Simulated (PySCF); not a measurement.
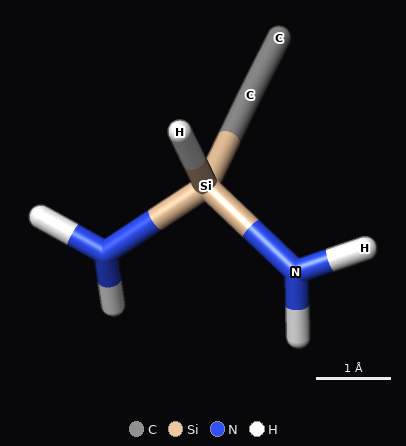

*The structure as given in the input (stick view, seen at a tilt).*

Bond lengths as drawn: C–C 1.20 Å, C–Si 1.88 Å, H–N 1.01 Å, H–Si 1.46 Å and N–Si 1.72 Å.

# Run report: C2H5N2Si, EPR calculation

The run: EPR calculation of C2H5N2Si, multiplicity 2, SMILES [C]#C[SiH](N)N. Method and program: UKS B3LYP, pcH-1 on C H N Si, non-relativistic, mean-field spin-orbit, GIAO (PySCF 2.14.0).

It belongs to a series of runs on one base structure; here: H removed from sp C.

**What the program printed**
```
UKS, coarse grid
  cycle   1  E = -478.02987580  |g| = 4.42e-01
  cycle   2  E = -478.00150785  |g| = 5.20e-01
  cycle   3  E = -478.12524616  |g| = 8.38e-02
  cycle   4  E = -478.12522994  |g| = 9.56e-02
  cycle   5  E = -478.13024642  |g| = 1.99e-02
  cycle   6  E = -478.13066795  |g| = 1.53e-02
  cycle   7  E = -478.13094089  |g| = 4.20e-03
  cycle   8  E = -478.13099751  |g| = 2.41e-03
  cycle   9  E = -478.13101250  |g| = 1.86e-03
  cycle  10  E = -478.13101961  |g| = 8.96e-04
UKS, final grid
  cycle   1  E = -478.13099532  |g| = 1.23e-03
  cycle   2  E = -478.13099416  |g| = 2.49e-03
  cycle   3  E = -478.13099761  |g| = 5.90e-04
  cycle   4  E = -478.13099813  |g| = 3.56e-04
  cycle   5  E = -478.13099984  |g| = 2.67e-04
  cycle   6  E = -478.13100079  |g| = 1.21e-04
  cycle   7  E = -478.13100097  |g| = 7.49e-05
  cycle   8  E = -478.13100101  |g| = 3.63e-05
  cycle   9  E = -478.13100101  |g| = 1.85e-05
E = -478.13100101 Eh   <S^2> = 0.7681 (exact 0.7500)
g shifts (ppm)      1          2          3
  rmc          -174       -174       -174
  gc             16          8         11
  oz_so         -59         61        409
  total        -217       -105        245
hyperfine (MHz)  atom isotope    a_iso     a_fc   dipolar eigenvalues
    0   13C     811.17     811.24    -56.94    -56.70    113.64
    1   13C      76.53      76.65    -30.90    -30.69     61.60
    2  29Si      -1.18      -1.18     -7.53      3.73      3.80
    3   14N       0.12       0.12     -1.02     -0.99      2.02
    4   14N       0.02       0.02     -1.10     -1.08      2.18
    5    1H      15.20      15.20     -1.07     -0.61      1.69
    6    1H      -1.14      -1.14     -1.65      0.18      1.46
    7    1H      -1.28      -1.29     -1.70      0.40      1.30
    8    1H      -1.70      -1.71     -1.71     -0.12      1.82
    9    1H      -1.46      -1.46     -1.83      0.59      1.25
```

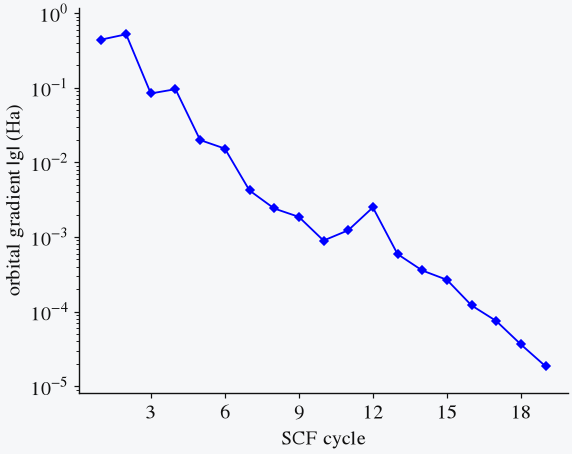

*Convergence of the self-consistent field: orbital gradient |g| against the SCF cycle.*

All cycles printed in the log are drawn one after another.

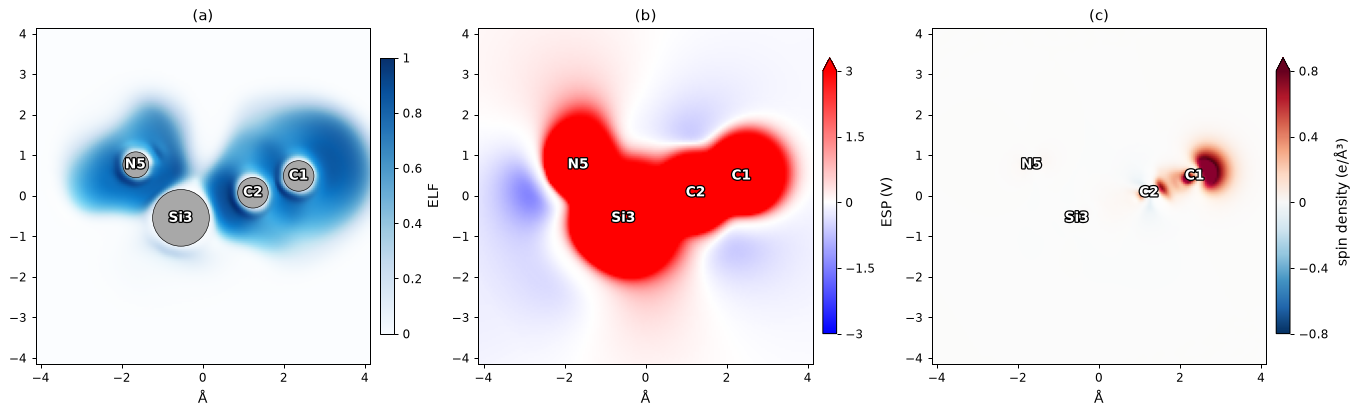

*(a) ELF; (b) electrostatic potential; (c) spin density (α minus β) on the plane of atoms C2, Si3 and N5. Grey discs, where drawn, cover atomic cores.*

The section cuts through C, Si and N sites. C–C (1.20 Å): the ELF peaks at about 0.85 between the atoms; a double or triple bond. Si–N (1.72 Å): the ELF peaks at about 0.90 between the atoms (a shared but strongly polarised pair). C–Si (1.88 Å): the ELF peaks at about 0.95 between the atoms (a shared electron pair). The unpaired spin (1 electron) lies mostly on C1 (about 1.0), in electrons by Hirshfeld's partition.

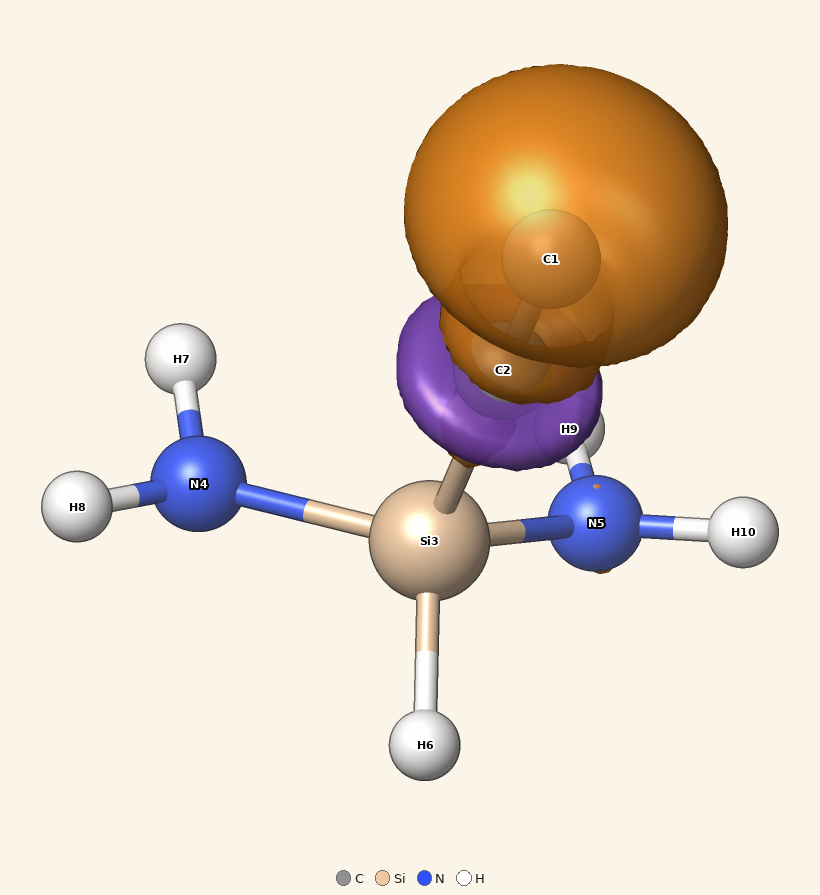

*Isosurfaces of the spin density at +0.04 (orange) and −0.04 e/Å³ (purple), seen from the side.*

The unpaired spin (1 electron) lies mostly on C1 (about 1.0), in electrons by Hirshfeld's partition.

The run was set up as follows.

**The input**
```
{"job": {"kind": "epr", "basis": "pcH-1"}, "charge": 0, "multiplicity": 2}
C     -0.815142     2.884985     0.374843
C     -0.478047     1.733420     0.430161
Si     0.064996    -0.067209     0.483174
N     -1.097586    -1.131922    -0.208448
N      1.514619    -0.305947    -0.411348
H      0.268082    -0.436802     1.880693
H     -1.240019    -1.141728    -1.205178
H     -1.976604    -1.251420     0.265486
H      1.475413    -0.589803    -1.375615
H      2.293171     0.311080    -0.256296
```

The first line tells a small driver script what to run in PySCF; the rest is the geometry in Å.

Run as:
```bash
OMP_NUM_THREADS=1 python <driver script> task.json out
```

**Summary**

| quantity | value |
| --- | --- |
| outcome | converged |
| total energy | −478.131001 hartree |
| ⟨S²⟩ | 0.768 |
| isotropic g | 2.0023 |
| hardware | 1 CPU thread, shared host |
| wall time | 31 s |
| peak memory | 0.61 GiB |
